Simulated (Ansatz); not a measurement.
# MoS: magnetic states

Aim, for MoS: find which magnetic order is lowest.

Program: Ansatz 0.2.0. Level of theory: DFT PBEsol, scalar-relativistic, plane waves, PAW for the base; runs at other levels say so in their headings and inputs. These are calculated values, not measurements.

3 further runs of the same task are left out: 1 that didn't finish, 2 set aside as unsound or not needed. Runs told in other sessions of the task aren't counted.

### 1 The structure to begin with

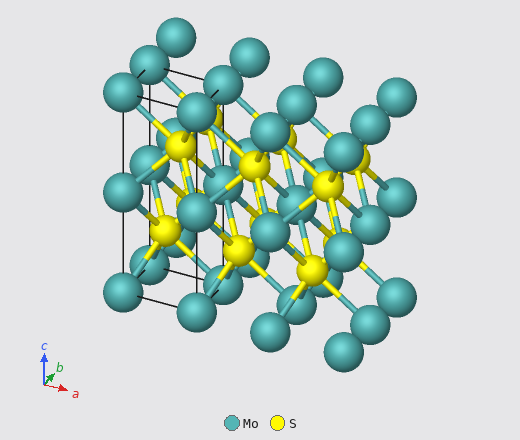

The starting structure, seen slightly off an axis (molybdenum teal, sulfur yellow). 3×2×1 cells are drawn. Atoms on the faces are drawn again on the opposite ones.

Structure file:

```
Mo S
1.0
     3.19039    0.00000    0.00000
    -1.59519    2.76296    0.00000
     0.00000    0.00000    6.40372
Mo S
2 2
Cartesian
  0.0000 0.0000 0.0000
  0.0000 0.0000 3.2019
  0.0000 1.8420 1.6009
  1.5952 0.9210 4.8028
```

It is the result of an earlier relaxation at this level (volume 14.11 Å³/atom; gap on the mesh: none (metal)).

The structure is invented: a known structure type filled with these elements, not a reported compound.

### 2 Magnetic start with r2SCAN: no spin polarisation

input.yaml

```yaml
crystal:
  lattice:
    - [3.190387841, 0.0, 0.0]
    - [-1.5951939205, 2.7629569182, 0.0]
    - [0.0, 0.0, 6.4037196669]
  atoms:
    - { symbol: Mo, position: [0.0, 0.0, 0.0] }
    - { symbol: Mo, position: [0.0, 0.0, 0.5] }
    - { symbol: S, position: [0.3333333333, 0.6666666667, 0.25] }
    - { symbol: S, position: [0.6666666667, 0.3333333333, 0.75] }
basis:
  ecutwfc: 500
kpoints:
  mp_grid: { grid: [18, 18, 8] }
hamiltonian:
  xc: r2scan
scf:
  occupations: { method: gaussian, width: 0.1 }
  lower_state_search: "off"
output:
  forces: true
  stress: true
  eigenvalues: true
  write_density: true
  write_potential: true
  elf: true
  volumetric_format: npy
```

Launch:

```console
ansatz run input.yaml --threads 1 --pin off --max-ram 2560MiB --backend cpu --events-out ev --progress --plain --runs-dir out
```

Log (excerpt; [...] marks lines left out):

```text
Warning: RAYON_NUM_THREADS=1 ignored (pool sized by the plan → 1); use --threads N
[...]
Pseudopotentials: kind: paw
Pseudopotential: Mo, paw, valence charge 14, recommended cutoff 500 eV (meta_gga), Mo.paw.azcp
Pseudopotential: S, paw, valence charge 6, recommended cutoff 500 eV (meta_gga), S.paw.azcp
Functional definition: r2SCAN
[...]
Crystal: 4 atoms, lattice volume = 56.448 Å³
Basis set: ecut = 500 eV, 1409 PW (Γ), exchange–correlation on 96×96×192 points (64 copies of the dense FFT grid, shifted against one another)
Bands: 24, of which v1, the nominal top of the filled ones, is band 20 counted from 1 (19 counted from 0)
Symmetry: 24 space group operations
Space group: P63/mmc (ITA 194), of the structure as read, at distance tolerance 3.8e-5 Å
k-points: 185 of 2592
[...]
SCF iter   1: F=-11748.303216 eV  HF=-11748.256145 eV  |F-HF|=4.71e-2  |Δ(HF+E_count)|=         —  Δρ=1.22e-2  dr2=5.51e-2  dr2_τ=6.47e-2  ethr=1.77e-3  ⟨swp⟩=5.5  Hψ=44692  notcnv=0  defer=1
[...]
SCF iter   7: F=-11748.333718 eV  HF=-11748.333718 eV  |F-HF|=1.38e-8  |Δ(HF+E_count)|=   4.71e-7  Δρ=5.21e-6  dr2=1.03e-8  dr2_τ=9.61e-10  ethr=2.50e-10  ⟨swp⟩=13.6  Hψ=37214  notcnv=0
[...]
SCF converged after 7 iterations
Free energy (F): -11748.333718 eV
[...]
E sigma→0 (E₀):  -11748.326095 eV
Entropy (-TS):   -0.015246 eV (-3.812 meV/atom)
Fermi energy:    18.394356 eV
[...]
--- Forces (eV/Å), atoms counted from 1 ---
  atom   1  Mo     0.00000000    -0.00000000    -0.00000000
  atom   2  Mo     0.00000000    -0.00000000     0.00000000
  atom   3  S      0.00000000    -0.00000000     0.00000000
  atom   4  S      0.00000000     0.00000000     0.00000000
[...]
--- Stress (GPa, compression-positive) ---
        6.730068      -0.000000       0.000000
       -0.000000       6.730068       0.000000
        0.000000       0.000000       5.082325
  P = ⅓ Tr σ = 6.1808 GPa (61.808 kbar)
--- Band table (eV; the first three rows and the last of 185) ---
[...]
```

Wall time 91 s (1 thread of Intel Xeon at 2.50GHz (Skylake/Cascade Lake), shared host); peak memory 0.66 GiB.

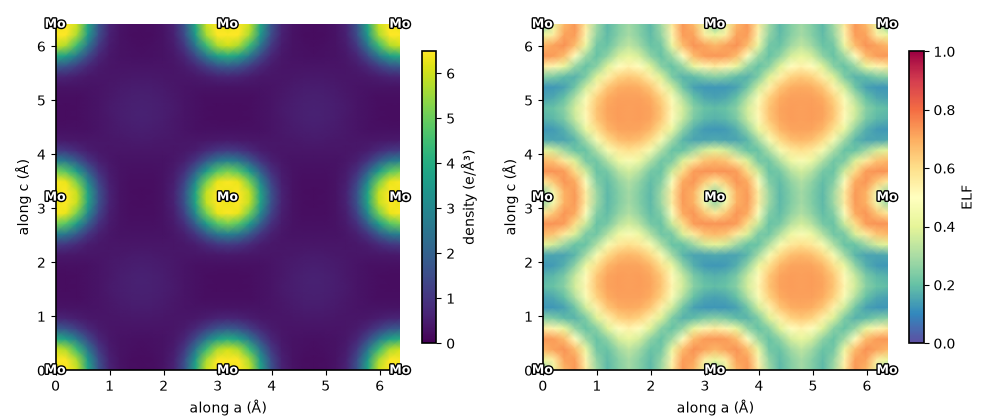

Density (left) and ELF (right) in a lattice plane of the grid's cell (edges 3.19 and 6.40 Å, at 0.000 of the third edge), which holds Mo. Only atoms in the plane are labelled. Both are smooth fields of the valence electrons: close to the nuclei they are not physical.

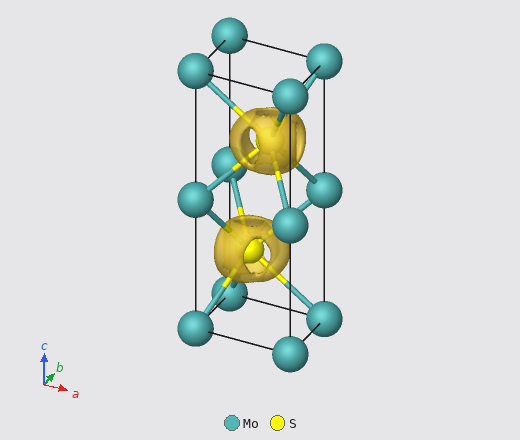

Surface of ELF = 0.80, drawn in one cell.

The highest ELF values outside the cores: 0.86 beside S, off the lines to its neighbours, 0.8 Å from S.

Read-out: -2937.0815 eV/atom at zero smearing, pressure 6.18 GPa and no gap on the mesh.

### 3 Start: large parallel starting moments, with r2SCAN

input.yaml: that of step 2 with these lines changed.

```diff
@@ -6,4 +6,4 @@
   atoms:
-    - { symbol: Mo, position: [0.0, 0.0, 0.0] }
-    - { symbol: Mo, position: [0.0, 0.0, 0.5] }
+    - { symbol: Mo, position: [0.0, 0.0, 0.0], spin: 3.5 }
+    - { symbol: Mo, position: [0.0, 0.0, 0.5], spin: 3.5 }
     - { symbol: S, position: [0.3333333333, 0.6666666667, 0.25] }
@@ -23,5 +23,4 @@
   eigenvalues: true
-  write_density: true
-  write_potential: true
-  elf: true
-  volumetric_format: npy
+  populations: true
+magnetization:
+  spin_polarized: true
```

Launch:

```console
ansatz run input.yaml --threads 1 --pin off --max-ram 2560MiB --backend cpu --events-out ev --progress --plain --runs-dir out
```

Log (excerpt; [...] marks lines left out):

```text
Warning: RAYON_NUM_THREADS=1 ignored (pool sized by the plan → 1); use --threads N
[...]
[... 4 set-up lines as earlier in the session ...]
[...]
Crystal: 4 atoms, lattice volume = 56.448 Å³
Basis set: ecut = 500 eV, 1409 PW (Γ), exchange–correlation on 96×96×192 points (64 copies of the dense FFT grid, shifted against one another)
Bands: 29, of which v1, the nominal top of the filled ones, is band 20 counted from 1 (19 counted from 0)
[... 2 set-up lines as earlier in the session ...]
Magnetic group: BNS 194.263 (UNI 1493), of the structure as read, at distance tolerance 3.8e-5 Å
k-points: 185 of 2592
[...]
Starting moments: Σ|m| = 7 μB on 2 of 4 sites
[...]
WARN: the starting moments were not kept: the SCF closed with an absolute magnetisation of 8.1e-6 μB, where they sum to 7 μB in size (2 sites). That is at most 0.1 of that sum. Measured as dr2_m measures the in/out step, that magnetisation stands 1.1e-11 eV from none, at or under the [...]
Per-site moments (μB) at R_I (Å): [(2.8471724687031937e-6, 1.0066888861632526), (2.8471724686837658e-6, 1.0066888861632526), (7.284004340011219e-8, 1.0066888861632526), (7.284004338813145e-8, 1.0066888861632526)]
Free energy (F): -11748.333718 eV
[...]
E sigma→0 (E₀):  -11748.326095 eV
Entropy (-TS):   -0.015246 eV (-3.812 meV/atom)
Fermi energy:    18.394384 eV
[...]
--- Forces (eV/Å), atoms counted from 1 ---
  atom   1  Mo     0.00000000    -0.00000000     0.00000000
  atom   2  Mo     0.00000000    -0.00000000     0.00000000
  atom   3  S      0.00000000    -0.00000000     0.00000000
  atom   4  S     -0.00000000     0.00000000     0.00000000
[...]
--- Stress (GPa, compression-positive) ---
        6.730284      -0.000000       0.000000
        0.000000       6.730284       0.000000
        0.000000       0.000000       5.082096
  P = ⅓ Tr σ = 6.1809 GPa (61.809 kbar)
--- Band table (eV; the first three rows and the last of 370) ---
[...]
--- Löwdin populations: 4 sites ---
  site symbol       q [e]    m [muB]
     0     Mo     13.9116     0.0000
     1     Mo     13.9116     0.0000
     2      S      5.9117     0.0000
     3      S      5.9117     0.0000
  spilling = 0.008832 (of n_electrons = 40.000000)
```

It took 5.4 min on 1 thread of Intel Xeon at 2.50GHz (Skylake/Cascade Lake), shared host; peak memory 0.87 GiB.

This run gives -2937.0815 eV/atom at zero smearing, pressure 6.18 GPa and no gap on the mesh. The moments have vanished. The log warns that the starting moments were lost; that the state wasn't tested for a lower one.

### 4 Which state is lowest with r2SCAN

All runs keep the base geometry. Energies are extrapolated to zero smearing. The moments by site are integrated in spheres around the atoms, sized by the neighbour distance.

| start | ends | energy above the lowest (meV/atom) | site moments (μB) | gap on the mesh (eV) | pressure (GPa) | CPU time |
| --- | --- | --- | --- | --- | --- | --- |
| no spin | non-magnetic (imposed) | 0.00 | none | metal | 6.2 | 92 s |
| large parallel starting moments | non-magnetic | 0.00 | none over 0.05 | metal | 6.2 | 5.4 min |

### 5 Results

| quantity | value |
| --- | --- |
| magnetic state with r2SCAN | non-magnetic from all starts in the table |

What this shows: All starts in the table with r2SCAN end without moments: as far as tried, the cell is non-magnetic at this level.
